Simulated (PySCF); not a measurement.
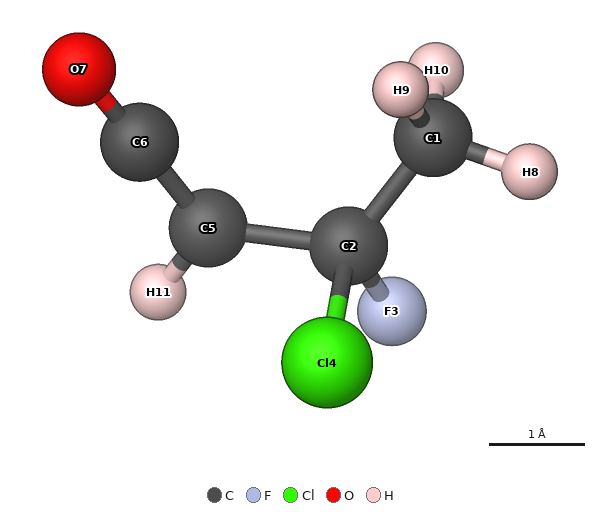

The structure as given in the input (ball-and-stick view, seen at a tilt; atoms are numbered from 1 in the order of the input). Bond lengths as drawn: C–C 1.33 to 1.50 Å, C–Cl 1.89 Å, C–F 1.33 Å, C–H 1.09 Å and C–O 1.13 Å.

## C4H4ClFO (charge +1): EPR calculation

System: C4H4ClFO, charge +1, multiplicity 2.
Method: UKS B3LYP, pcH-1 on C Cl F H O, non-relativistic, mean-field spin-orbit, GIAO (PySCF 2.14.0).

It belongs to a series of runs on one base structure; here: electron removed.

### Output
```
UKS, coarse grid
  cycle   1  E = -789.54396948  |g| = 6.96e-01
  cycle   2  E = -788.56603353  |g| = 1.75e+00
  cycle   3  E = -789.72678789  |g| = 2.19e-01
  cycle   4  E = -789.74142297  |g| = 1.13e-01
  cycle   5  E = -789.74528442  |g| = 3.34e-02
  cycle   6  E = -789.74576464  |g| = 8.82e-03
  cycle   7  E = -789.74579802  |g| = 4.85e-03
  cycle   8  E = -789.74581075  |g| = 1.27e-03
  cycle   9  E = -789.74581374  |g| = 5.63e-04
UKS, final grid
  cycle   1  E = -789.74575346  |g| = 8.10e-04
  cycle   2  E = -789.74575273  |g| = 1.63e-03
  cycle   3  E = -789.74575378  |g| = 3.32e-04
  cycle   4  E = -789.74575382  |g| = 7.70e-05
  cycle   5  E = -789.74575383  |g| = 7.91e-05
  cycle   6  E = -789.74575384  |g| = 2.24e-05
E = -789.74575384 Eh   <S^2> = 0.7549 (exact 0.7500)
g shifts (ppm)      1          2          3
  rmc          -257       -257       -257
  gc             36         29         17
  oz_so       -1391       1186      20662
  total       -1611        960      20423
hyperfine (MHz)  atom isotope    a_iso     a_fc   dipolar eigenvalues
    0   13C       0.60       0.62     -0.88     -0.40      1.28
    1   13C     -13.16     -13.25     -2.11     -0.51      2.62
    2   19F     -11.41     -11.01     -8.53     -0.22      8.75
    3  35Cl      27.30      22.99    -67.14    -66.27    133.41
    4   13C      61.02      61.26    -46.07    -44.93     91.01
    5   13C     -31.79     -31.73    -14.43     -0.66     15.09
    6   17O     -13.70     -13.81    -63.44     29.64     33.81
    7    1H      -0.18      -0.20     -1.69     -0.67      2.36
    8    1H      -0.43      -0.42     -2.44     -1.06      3.50
    9    1H      -2.16      -2.17     -2.01     -1.33      3.34
   10    1H     -36.57     -36.52    -20.00     -3.65     23.64
```

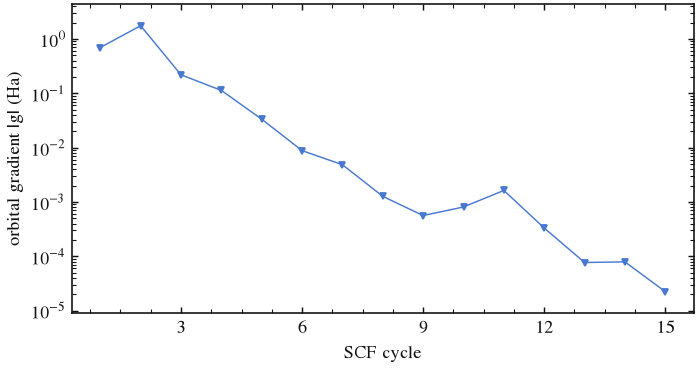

Convergence of the self-consistent field: orbital gradient |g| against the SCF cycle. All cycles printed in the log are drawn one after another.

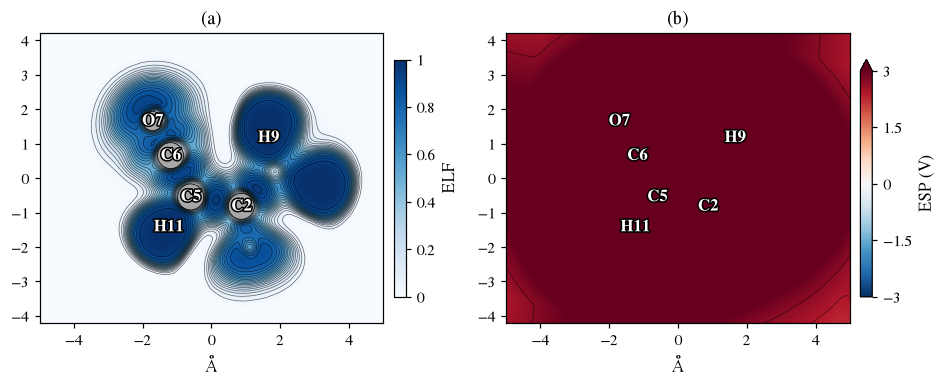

(a) electron localisation function; (b) molecular electrostatic potential on the plane of atoms C2, C5 and C6. Grey discs, where drawn, cover atomic cores. C–O (1.13 Å): the ELF peaks at about 0.85 between the atoms; a multiple bond by its length, whose ELF region spreads away from the axis. C–C (1.33 Å): the ELF peaks at about 0.95 between the atoms; a multiple bond by its length, whose ELF region spreads away from the axis. C–C (1.50 Å): the ELF peaks at about 0.95 between the atoms (localised, shared-pair bonding). The potential has no marked negative region in this plane.

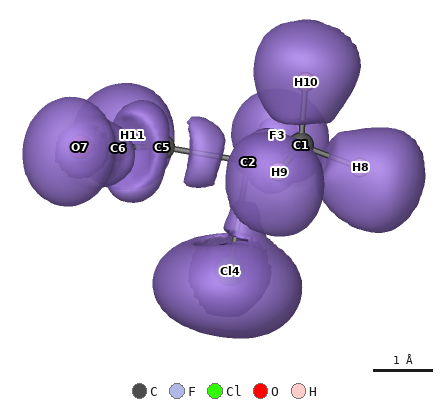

Isosurface of the electron localisation function at 0.75 (purple), seen from the side. Core shells and regions of very low density are left out. Profiles from the grid: C–O (1.13 Å): the ELF peaks at about 0.85 between the atoms; a double or triple bond.

This output came from the following input.

### Input
```
{"job": {"kind": "epr", "basis": "pcH-1"}, "charge": 1, "multiplicity": 2}
C     -1.179051    -0.700097    -0.317443
C     -0.434356     0.575242    -0.082740
F     -0.983321     1.610677    -0.703614
Cl    -0.335116     1.025548     1.754418
C      1.057518     0.613121    -0.185886
C      1.892152    -0.407330     0.014014
O      2.623662    -1.258533     0.160301
H     -2.229344    -0.566969    -0.060186
H     -0.767407    -1.522536     0.259346
H     -1.133870    -0.943261    -1.380274
H      1.494557     1.576809    -0.443978
```

The first line tells a small driver script what to run in PySCF; the rest is the geometry in Å.

Launched with:
```bash
OMP_NUM_THREADS=1 python <driver script> task.json out
```

### Results in brief

| quantity | value |
| --- | --- |
| outcome | converged |
| total energy | −789.745754 hartree |
| ⟨S²⟩ | 0.755 |
| isotropic g | 2.0089 |
| hardware | 1 CPU thread, shared host |
| wall time | 48 s |
| peak memory | 0.87 GiB |
